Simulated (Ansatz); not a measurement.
**K$_{8}$SnTa$_{7}$O$_{24}$: a changed input and its effect**

System: K$_{8}$SnTa$_{7}$O$_{24}$ (defect cell, 40 atoms in the cell).
Method of run A: DFT, r2SCAN, PAW, plane waves (Ansatz 0.2.0).

Text and figures count atoms from 1; the logs count them from 0 in places.

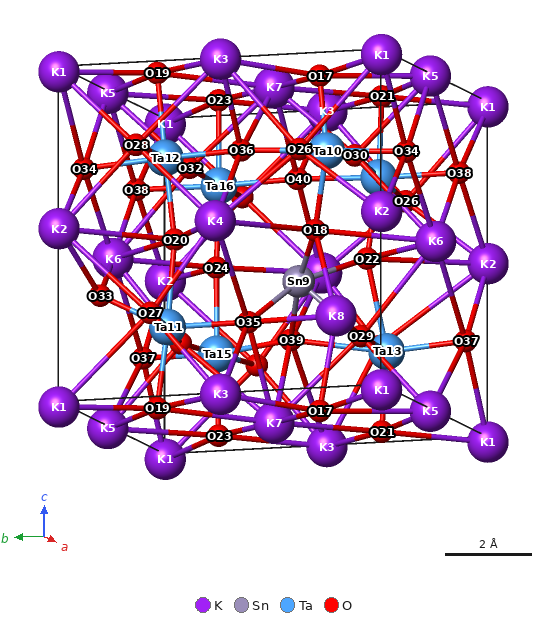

**Figure 1.** The structure as given in the input (ball-and-stick view of the cell of the calculation, seen at an oblique angle; atoms are numbered from 1 in the order of the input). An atom can appear more than once, as a periodic image.

## Input file, run A
```yaml
crystal:
  lattice:
    - [7.970878, 0.000000, 0.000000]
    - [0.000000, 7.970878, 0.000000]
    - [0.000000, 0.000000, 7.970878]
  atoms:
    - { symbol: K, position: [0.000071, 0.997534, 0.983208] }
    - { symbol: K, position: [0.985348, 0.992298, 0.512791] }
    - { symbol: K, position: [0.002095, 0.497114, 0.995727] }
    - { symbol: K, position: [0.995739, 0.511516, 0.513429] }
    - { symbol: K, position: [0.491862, 0.008342, 0.996445] }
    - { symbol: K, position: [0.504152, 0.996155, 0.504453] }
    - { symbol: K, position: [0.493898, 0.493518, 0.988080] }
    - { symbol: K, position: [0.221066, 0.211547, 0.249600], spin: 0.125 }
    - { symbol: Sn, position: [0.499499, 0.419060, 0.406084], spin: 0.125 }
    - { symbol: Ta, position: [0.238901, 0.246737, 0.746544] }
    - { symbol: Ta, position: [0.240541, 0.740115, 0.245844] }
    - { symbol: Ta, position: [0.248352, 0.749798, 0.752548] }
    - { symbol: Ta, position: [0.765051, 0.233755, 0.229068] }
    - { symbol: Ta, position: [0.738707, 0.249479, 0.744510] }
    - { symbol: Ta, position: [0.740010, 0.752292, 0.244511] }
    - { symbol: Ta, position: [0.744444, 0.746586, 0.746588] }
    - { symbol: O, position: [0.239812, 0.268606, 0.971396], spin: 0.125 }
    - { symbol: O, position: [0.318454, 0.308348, 0.524915], spin: 0.125 }
    - { symbol: O, position: [0.247014, 0.774086, 0.006592] }
    - { symbol: O, position: [0.258974, 0.724585, 0.509055] }
    - { symbol: O, position: [0.777221, 0.253119, 0.992804] }
    - { symbol: O, position: [0.706075, 0.274956, 0.499018] }
    - { symbol: O, position: [0.756801, 0.752321, 0.003244] }
    - { symbol: O, position: [0.747072, 0.755590, 0.503252] }
    - { symbol: O, position: [0.964585, 0.324181, 0.280211], spin: 0.125 }
    - { symbol: O, position: [0.997195, 0.251276, 0.714060] }
    - { symbol: O, position: [0.000009, 0.713853, 0.249754] }
    - { symbol: O, position: [0.999592, 0.758425, 0.753162] }
    - { symbol: O, position: [0.521331, 0.233057, 0.236827], spin: 0.125 }
    - { symbol: O, position: [0.506442, 0.247278, 0.774190] }
    - { symbol: O, position: [0.507749, 0.787348, 0.241827] }
    - { symbol: O, position: [0.500639, 0.757652, 0.762835] }
    - { symbol: O, position: [0.239757, 0.948641, 0.350427], spin: 0.125 }
    - { symbol: O, position: [0.249117, 0.002851, 0.733417] }
    - { symbol: O, position: [0.319074, 0.516361, 0.261554], spin: 0.125 }
    - { symbol: O, position: [0.243405, 0.512993, 0.762225] }
    - { symbol: O, position: [0.793684, 0.998581, 0.252467] }
    - { symbol: O, position: [0.751064, 0.005342, 0.748711] }
    - { symbol: O, position: [0.695721, 0.508486, 0.266548] }
    - { symbol: O, position: [0.750121, 0.504916, 0.755532] }
  symmetry: { detect: false }
kpoints:
  mp_grid: { grid: [1, 1, 1], shift: [0.25, 0.25, 0.25] }
hamiltonian:
  xc: r2scan
magnetization:
  spin_polarized: true
scf:
  occupations: { method: fermi_dirac, width: 0.01 }
output:
  forces: true
  eigenvalues: true
  populations: true
  eigenstates: { kpoints: [[0.25, 0.25, 0.25]], e_range: [-6.0, 6.0], localisation: true }
  write_density: true
  write_potential: true
  elf: true
  volumetric_format: npy
```

Command:
```bash
ansatz run in.yaml --threads 4 --pin off --max-ram 42750MiB --runs-dir r --events-out ev --progress --plain
```

Hardware: 4 threads of AMD EPYC, 45 GiB of memory available, shared host.

## Output, shortened to warnings, some set-up lines, iterations and results (run A)
```
Basis set: ecut = 500 eV, 12965 PW (Γ), exchange–correlation on 240×240×240 points (64 copies of the dense FFT grid, shifted against one another)
Symmetry: 1 space group operations
k-points: 1
Initial density: superposition of atomic densities (chi_scale 0.1, normalization cell, long waves kept (reshape's long-wave potential 0.32 eV rms))
[...]
SCF iter   1: F=—  HF=-101666.645591 eV  |F-HF|=—  |Δ(HF+E_count)|=         —  Δρ=3.51e-2 (↑3.29e-2 ↓3.51e-2)  dr2=3.50e1  dr2_τ=7.32e-1  dr2_m=2.68e-1  M=1.000 μB ∫|m|=1.119 …
SCF iter   2: F=—  HF=-101667.331429 eV  |F-HF|=—  |Δ(HF+E_count)|=   6.86e-1  Δρ=2.39e-2 (↑2.26e-2 ↓2.39e-2)  dr2=1.56e1  dr2_τ=1.18e-1  dr2_m=6.41e-2  M=1.000 μB ∫|m|=1.196 …
SCF iter   3: F=—  HF=-101673.140554 eV  |F-HF|=—  |Δ(HF+E_count)|=    5.81e0  Δρ=1.33e-2 (↑1.33e-2 ↓1.29e-2)  dr2=4.44e0  dr2_τ=3.84e-2  dr2_m=1.03e-2  M=1.000 μB ∫|m|=1.250 …
SCF iter   4: F=—  HF=-101675.849286 eV  |F-HF|=—  |Δ(HF+E_count)|=    2.71e0  Δρ=6.10e-3 (↑5.97e-3 ↓6.10e-3)  dr2=1.03e0  dr2_τ=9.35e-3  dr2_m=1.74e-3  M=1.000 μB ∫|m|=1.238 …
SCF iter   5: F=—  HF=-101675.849883 eV  |F-HF|=—  |Δ(HF+E_count)|=   5.97e-4  Δρ=3.80e-3 (↑3.77e-3 ↓3.80e-3)  dr2=2.78e-1  dr2_τ=3.88e-3  dr2_m=8.36e-4  M=1.000 μB …
[... 9 lines ...]
SCF iter  15: F=—  HF=-101675.908284 eV  |F-HF|=—  |Δ(HF+E_count)|=   2.29e-8  Δρ=3.91e-6 (↑2.63e-6 ↓3.91e-6)  dr2=9.93e-8  dr2_τ=2.96e-9  dr2_m=6.67e-9  M=1.000 μB …
SCF iter  16: F=—  HF=-101675.908284 eV  |F-HF|=—  |Δ(HF+E_count)|=   1.15e-7  Δρ=2.81e-6 (↑1.83e-6 ↓2.81e-6)  dr2=6.23e-8  dr2_τ=1.26e-9  dr2_m=2.74e-9  M=1.000 μB …
SCF iter  17: F=—  HF=-101675.908284 eV  |F-HF|=—  |Δ(HF+E_count)|=   9.13e-8  Δρ=1.19e-6 (↑9.50e-7 ↓1.19e-6)  dr2=1.63e-8  dr2_τ=2.66e-10  dr2_m=3.70e-10  M=1.000 μB …
SCF iter  18: F=-101675.908284 eV  HF=-101675.908284 eV  |F-HF|=1.46e-10  |Δ(HF+E_count)|=   8.27e-9  Δρ=6.02e-7 (↑5.68e-7 ↓6.02e-7)  dr2=4.32e-9  dr2_τ=9.83e-11  …
SCF 1 converged in 18 iterations: F = -101675.908284 eV  dr2 = 4.32e-9
this state was not tested for a lower state beside it, because the mixer in use, unlike msr1, does not test its closes by its own steps (another_mixer; see scf.mixing.algorithm and scf.lower_state_search)
NSCF: frozen V_eff on 1 k-points
SCF converged after 18 iterations
Magnetization: 1.0000 μB (161.0000 up, 160.0000 down)
Absolute magnetization: 1.2490 μB (∫|ρ↑−ρ↓|, with the PAW one-centre terms)
Spin contamination: 0.0125 ħ² per cell (⟨S²⟩ above its minimum at these occupations)
Per-site moments (μB) at R_I (Å): [(-0.00018642178852511286, 1.0909703240481377), (-0.000933218407271796, 1.002657882102913), (0.0001593659940281325, 1.0871125638505192), (-6.742445925256409e-5, 0.9888897307860149), (-0.0001605226964451754, 1.0740212674968106), (-0.0009296083029641884, …
Free energy (F): -101675.908284 eV
Harris-Foulkes:  -101675.908284 eV  (|F-HF|=1.46e-10)
Internal energy: -101675.908284 eV  (E = F + TS)
E sigma→0 (E₀):  -101675.908284 eV
Fermi energy:    8.783248 eV
--- Per-component energies (eV) ---
  E_band       = -2155.706033
  E_kinetic    = 9058.578894
  E_local      = -18439.863397  (includes V_loc(G=0)·N_el)
  E_nonlocal   = 1317.754666
  E_hartree    = 6798.740968
  E_xc         = -4654.607078
  E_vxc        = -5702.800804  (∫ρ·V_xc dr)
  E_paw        = -73281.547851  (= ΣΔE_a)
  E_vpaw       = -2320.795155  (= ΣTr[D̂ρ^β])
  E_aug_tail   = 0.025632  (compensation charges beyond the density's cutoff)
  E_vtau       = 333.910518  (kinetic-family band-sum trace: ∫τ·v_τ [+ j·A + Jᵃ·Aᵃ] dr)
  E_ewald      = -22468.095413
  E_core_change = -6.894705  (= ΣΔE_core)
  E_smearing   = -0.000000  (= −TS)
  E_closure    = 0.000000  (closes the sum)
  Σ components = -101675.908284   (vs F -101675.908284, Δ=0.00e0)
--- Forces (eV/Å), atoms counted from 1 ---
  atom   1  K      0.04432190     0.04317511     0.04472348
  atom   2  K      0.00011601     0.06846070    -0.01712101
  atom   3  K      0.02801480     0.00740848     0.00876851
  atom   4  K      0.02271775    -0.00919884     0.01320543
  atom   5  K     -0.01116521     0.02761421     0.02156092
  atom   6  K      0.03028516     0.03795948     0.02140241
  atom   7  K     -0.01230592     0.00656894     0.00807335
  atom   8  K     -0.03151277    -0.03710278    -0.04866886
  atom   9  Sn    -0.08512621    -0.16877867    -0.11257850
  atom  10  Ta    -0.00148845     0.09404133     0.35757543
  atom  11  Ta     0.00355785    -0.30975449    -0.17927134
  atom  12  Ta    -0.02233190    -0.22963919     0.23129710
  atom  13  Ta     0.18522410     0.06664763     0.00547990
  atom  14  Ta    -0.11791568    -0.02191014     0.01438226
[...]
```

The input of run B differs as follows (lines with − go, lines with + come):
```diff
-  xc: r2scan
+  xc: hse06
-  write_density: true
-  write_potential: true
-  elf: true
-  volumetric_format: npy
```

Predict how the results change.

The total energies belong to different methods, so their difference says nothing on which is more stable or more accurate. The largest force goes from 0.370 to 0.783 eV/Å. The functional changes from r2SCAN to HSE06. The default cutoff goes from 500 to 420 eV with the change. The plane waves at Γ go from 12965 to 9843. On the same kind of shared host run B took about 0.34 times as long.

## Output, shortened to warnings, some set-up lines, iterations and results (run B)
```
Basis set: ecut = 420 eV, 9843 PW (Γ), exchange–correlation on 108×108×108 points (8 copies of the dense FFT grid, shifted against one another)
Symmetry: 1 space group operations
k-points: 1
Initial density: superposition of atomic densities (chi_scale 0.1, normalization cell, long waves kept (reshape's long-wave potential 0.32 eV rms))
[...]
SCF iter   1: F=—  HF=-101515.241234 eV  |F-HF|=—  |Δ(HF+E_count)|=         —  Δρ=3.84e-2 (↑3.21e-2 ↓3.84e-2)  dr2=4.10e1  dr2_m=2.79e-1  M=0.615 μB ∫|m|=0.742 μB  β_m=0.30  …
SCF iter   2: F=—  HF=-101505.929051 eV  |F-HF|=—  |Δ(HF+E_count)|=    9.31e0  Δρ=2.91e-2 (↑2.41e-2 ↓2.91e-2)  dr2=1.12e1  dr2_m=3.35e-1  M=0.999 μB ∫|m|=1.099 μB  β_m=0.30  …
SCF iter   3: F=—  HF=-101504.544952 eV  |F-HF|=—  |Δ(HF+E_count)|=    1.38e0  Δρ=1.99e-2 (↑1.38e-2 ↓1.99e-2)  dr2=4.29e0  dr2_m=2.69e-1  M=1.000 μB ∫|m|=1.114 μB  β_m=0.30  …
SCF iter   4: F=—  HF=-101504.165502 eV  |F-HF|=—  |Δ(HF+E_count)|=   3.79e-1  Δρ=1.12e-2 (↑7.77e-3 ↓1.12e-2)  dr2=9.38e-1  dr2_m=1.34e-1  M=1.000 μB ∫|m|=1.111 μB  β_m=0.30  …
SCF iter   5: F=—  HF=-101504.244733 eV  |F-HF|=—  |Δ(HF+E_count)|=   7.92e-2  Δρ=6.31e-3 (↑5.64e-3 ↓6.31e-3)  dr2=3.94e-1  dr2_m=5.65e-2  M=1.000 μB ∫|m|=1.123 μB  β_m=0.30  …
[... 23 lines ...]
SCF iter   8: F=—  HF=-101515.196912 eV  |F-HF|=—  |Δ(HF+E_count)|=   3.18e-8  Δρ=1.69e-6 (↑1.21e-6 ↓1.69e-6)  dr2=2.75e-8  dr2_m=3.06e-9  M=1.000 μB ∫|m|=1.265 μB  β_m=0.60  …
SCF iter   9: F=—  HF=-101515.196912 eV  |F-HF|=—  |Δ(HF+E_count)|=   5.49e-9  Δρ=4.60e-7 (↑4.49e-7 ↓4.60e-7)  dr2=2.68e-9  dr2_m=5.01e-10  M=1.000 μB ∫|m|=1.265 μB  β_m=0.56 …
SCF iter  10: F=—  HF=-101515.196912 eV  |F-HF|=—  |Δ(HF+E_count)|=  3.20e-10  Δρ=2.88e-7 (↑1.95e-7 ↓2.88e-7)  dr2=4.78e-10  dr2_m=1.95e-10  M=1.000 μB ∫|m|=1.265 μB  …
SCF iter  11: F=-101515.196912 eV  HF=-101515.196912 eV  |F-HF|=5.82e-11  |Δ(HF+E_count)|=  5.82e-11  Δρ=1.28e-7 (↑1.01e-7 ↓1.28e-7)  dr2=1.03e-10  dr2_m=4.08e-11  M=1.000 μB …
SCF 3 converged in 11 iterations: F = -101515.196912 eV  dr2 = 1.03e-10
  Residual-converged pass: ⟨swp⟩=3.0  Hψ=869  notcnv=0  max |occ|·‖R‖ = 1.9e-7 eV (tolerance 2.7e-7 eV)  dr2=1.12e-10  dr2_m=4.74e-11  dr2_onsite=1.25e-11  max |Δocc| = 0.0e0
hybrid outer 2: dexx = +1.116e-5 eV, tail = 3.26e-8 eV, Δε = 6.05e-3 eV (about 8.37e-5 eV left of the loop's levels), ΔF = 1.01e-2 eV/Å (tail 6.22e-4)
NSCF: frozen V_eff on 1 k-points
this state was not tested for a lower state beside it, because the functional holds exact exchange (a hybrid, or Hartree-Fock), whose exchange loop this test does not read (fock_operator); the stability check (scf.self_checks: high) cannot read this state: a pseudopotential is PAW: the check reads …
hybrid SCF converged: 2 outer / 18 inner (+13 warm-up), last move |dexx| = 1.12e-5 eV, tail = 3.26e-8 eV
Magnetization: 1.0000 μB (161.0000 up, 160.0000 down)
Absolute magnetization: 1.2668 μB (∫|ρ↑−ρ↓|, with the PAW one-centre terms)
Spin contamination: 0.0165 ħ² per cell (⟨S²⟩ above its minimum at these occupations)
Per-site moments (μB) at R_I (Å): [(-0.00021055169235668976, 1.0909703240481377), (-0.0009563311712611477, 1.002657882102913), (5.3515850372333177e-5, 1.0871125638505192), (-4.9599141363877405e-6, 0.9888897307860149), (-0.0001721070307743774, 1.0740212674968106), (-0.000981862200345887, …
Free energy (F): -101515.196912 eV
Harris-Foulkes:  -101515.196912 eV  (|F-HF|=5.82e-11)
Internal energy: -101515.196912 eV  (E = F + TS)
E sigma→0 (E₀):  -101515.196912 eV
Fermi energy:    8.664279 eV
--- Per-component energies (eV) ---
  E_band       = -2511.242294
  E_kinetic    = 9039.830904
  E_local      = -18382.919489  (includes V_loc(G=0)·N_el)
  E_nonlocal   = 1317.402535
  E_hartree    = 6771.120105
  E_xc         = -3813.725039
  E_vxc        = -4067.359190  (∫ρ·V_xc dr)
  E_exx        = -952.203354  (= α·E_x^exact, valence–valence)
  E_paw        = -73001.685745  (= ΣΔE_a)
  E_vpaw       = -2056.090915  (= ΣTr[D̂ρ^β])
  E_aug_tail   = 0.059468  (compensation charges beyond the density's cutoff)
  E_ewald      = -22468.095413
  E_core_change = -24.980884  (= ΣΔE_core)
  E_smearing   = -0.000000  (= −TS)
  E_closure    = -0.000000  (closes the sum)
  Σ components = -101515.196912   (vs F -101515.196912, Δ=0.00e0)
--- Forces (eV/Å), atoms counted from 1 ---
  atom   1  K      0.04584216     0.04663097     0.01171321
  atom   2  K     -0.01477095     0.07438247     0.00564700
  atom   3  K      0.05576742    -0.02196518    -0.00740371
  atom   4  K      0.03139641    -0.04392025     0.00303793
  atom   5  K     -0.02322867     0.04382067     0.00269782
[...]
```

## The two runs side by side

| quantity | run A | run B |
| --- | --- | --- |
| outcome | converged | converged |
| free energy per atom (eV) | −2541.8977 | −2537.8799 |
| largest force (eV/Å) | 0.370 | 0.783 |
| SCF iterations | 18 | – |
| irreducible k-points | 1 | 1 |
| plane waves at Γ | 12965 | 9843 |
| wall time (shared host) | 58 s | 20 s |

For both runs: Warnings: the state was not tested for a lower one. Spin–orbit coupling is left out, which matters for Ta. The k-point mesh is coarse for a cell of this size, so the results may not be converged.
